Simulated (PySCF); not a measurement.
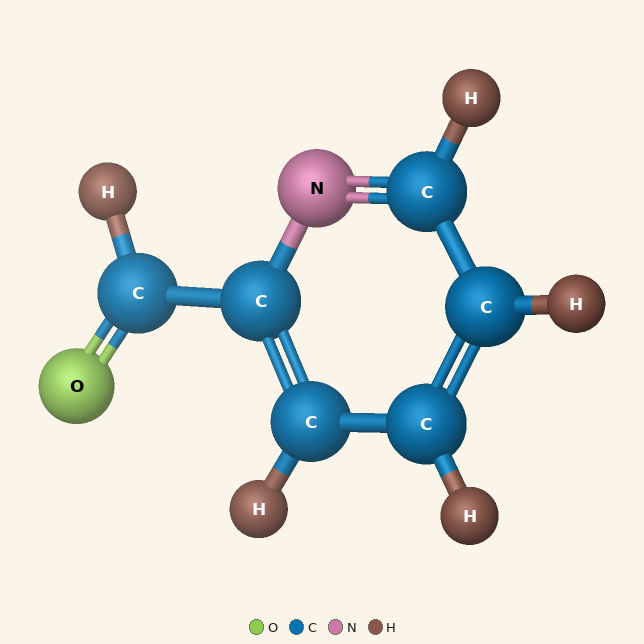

The picture shows a molecular structure as a ball-and-stick model.

Computed geometry: PBE0-D3(BJ)/def2-SVP optimisation. No frequency run is at hand to confirm it as a minimum.

Give the formula.

Answer. C6H5NO, 13 atoms: 6 carbon, 5 hydrogen, 1 nitrogen and 1 oxygen.

Which point group does it belong to?

Answer. Cs.

More results for the same structure follow; atom numbers are the same in all pictures, views and colours differ.

## Ring current

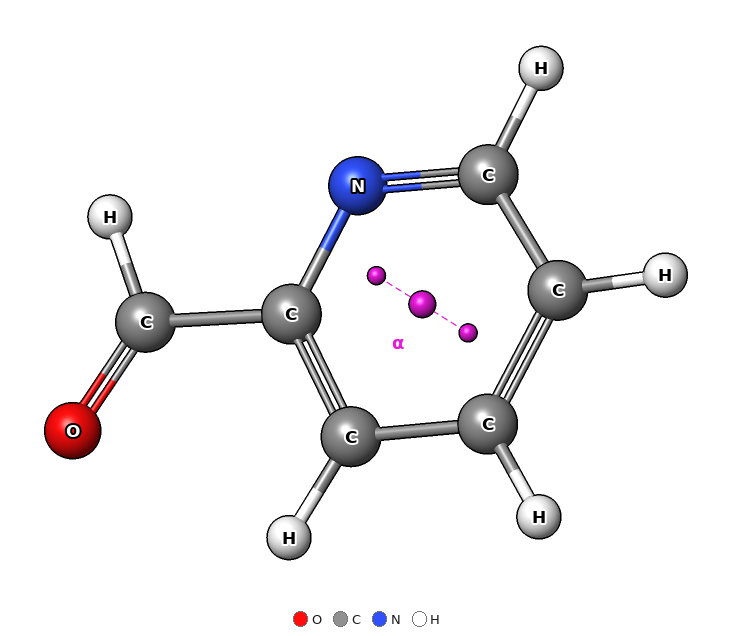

The small points mark where nucleus-independent chemical shifts (NICS) were computed: at the centre of each lettered ring and 1 Å above and below it. No frequency run is at hand to confirm it as a minimum. Properties computed with GIAO PBE0/pcSseg-1 NMR shielding, non-relativistic, gas phase (PySCF 2.14.0).

Give NICS(0), NICS(1) and the out-of-plane component NICS(1)zz for each ring (means of the two sides).

```json
{"ring": "α", "members": "C5N", "NICS(0)": "−7.3", "NICS(1)": "−11.4", "NICS(1)zz": "−28.2"}
```

Values in ppm.

What do the values say about the ring currents?

Answer. Ring α: diatropic, as in an aromatic ring. NICS is one index among several.

## Spin–spin coupling

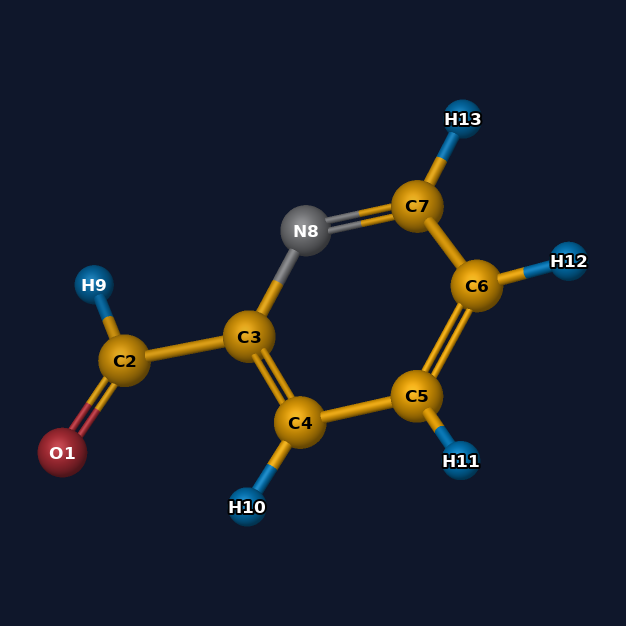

No frequency run is at hand to confirm it as a minimum. Properties computed with B3LYP/pcJ-1 indirect spin-spin coupling, non-relativistic, gas phase (PySCF 2.14.0). Isotopes: 13C, 1H, 15N, 17O.

Give the spin–spin coupling constants of these pairs, with the number of bonds between them: C3/N8, C7/N8, C2/N8, C4/N8, C6/N8, N8/H13, O1/N8, C5/N8, N8/H10, N8/H12.

```
   pair  bonds apart  J (Hz)
 C3, N8            1    −1.5
 C7, N8            1    −0.7
 C2, N8            2   −16.0
 C4, N8            2     2.9
 C6, N8            2     2.1
N8, H13            2   −12.3
 O1, N8            3     2.3
 C5, N8            3    −3.5
N8, H10            3    −0.9
N8, H12            3    −1.5
```

## Electronic properties

No frequency run is at hand to confirm it as a minimum. Properties computed with B3LYP/pcJ-1, gas phase (PySCF 2.14.0).

Estimate the HOMO energy (Kohn–Sham orbital).

Answer. −7.31 eV.

What is the dipole moment?

Answer. 3.75 D.

Give the LUMO energy (Kohn–Sham orbital) at this level.

Answer. −2.34 eV.

## Quadrupole coupling

No frequency run is at hand to confirm it as a minimum. Electric field gradients from the ground-state density, PBE0/pcSseg-1 (PySCF 2.14.0), non-relativistic apart from any core potentials.

Give the largest field-gradient component, the quadrupole coupling constant and the asymmetry for 17O at O1 (Q = −25.6 mb), 14N at N8 (Q = 20.44 mb), 2H at H9 (Q = 2.86 mb), 2H at H10 (Q = 2.86 mb), 2H at H11 (Q = 2.86 mb), 2H at H12 (Q = 2.86 mb).

```json
{"atom": "O1", "V_zz (a.u.)": "−2.013", "e²qQ/h (MHz)": "12.11", "η": "0.56"}
{"atom": "N8", "V_zz (a.u.)": "−1.135", "e²qQ/h (MHz)": "−5.45", "η": "0.42"}
{"atom": "H9", "V_zz (a.u.)": "0.252", "e²qQ/h (MHz)": "0.169", "η": "0.00"}
{"atom": "H10", "V_zz (a.u.)": "0.298", "e²qQ/h (MHz)": "0.201", "η": "0.04"}
{"atom": "H11", "V_zz (a.u.)": "0.301", "e²qQ/h (MHz)": "0.202", "η": "0.05"}
{"atom": "H12", "V_zz (a.u.)": "0.302", "e²qQ/h (MHz)": "0.203", "η": "0.06"}
```
